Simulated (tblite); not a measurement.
# C4H13B2BrN2: the cost of one run

The runs use tblite 0.8.0 and PySCF 2.14.0, with density-fitted response routines of our own; the level of theory stands in each step. All values are computed, except where a source is named. Atoms are numbered from 0 throughout.

## 1. The starting structure

22 atoms, charge 0, multiplicity 1; geometry from: force field or distance geometry start.

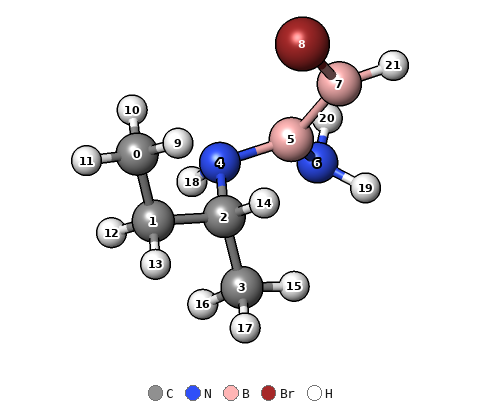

As it starts; carbon grey, nitrogen blue, boron pink, bromine red, hydrogen white, atoms numbered.

## 2. Geometry optimisation with GFN2-xTB

What the job is given:

```
{"job": {"kind": "relax", "xc": "GFN2-xTB", "basis": "xTB"}, "charge": 0, "multiplicity": 1}
C     -1.869100     1.723200    -0.713800
C     -1.989300     0.332000    -0.116300
C     -0.637600    -0.150400     0.494900
C     -0.852700    -1.473300     1.225800
N      0.354400    -0.275800    -0.577200
B      1.784900    -0.327000    -0.044600
N      2.546400    -1.646100    -0.035100
B      2.571000     1.077700     0.429800
Br     1.679700     2.852100     0.241000
H     -1.571500     2.458100     0.065800
H     -1.145800     1.735000    -1.547100
H     -2.870600     2.029600    -1.111700
H     -2.326700    -0.383000    -0.881700
H     -2.757000     0.353200     0.686400
H     -0.328300     0.624300     1.240800
H      0.092800    -1.810900     1.720600
H     -1.197700    -2.267900     0.537900
H     -1.609600    -1.364400     2.038700
H      0.174400    -1.148100    -1.120300
H      2.857800    -1.823500     0.957900
H      3.404200    -1.517900    -0.604500
H      3.679700     1.022400     0.809800
```

The run is started by

```console
$ OMP_NUM_THREADS=1 python probes_run.py task.json out
```

One launch serves the whole session: the jobs run in the order shown.

Q: Estimate the wall time of this first job on 1 thread of Arm Neoverse N1, shared host.

About 2.1 s.
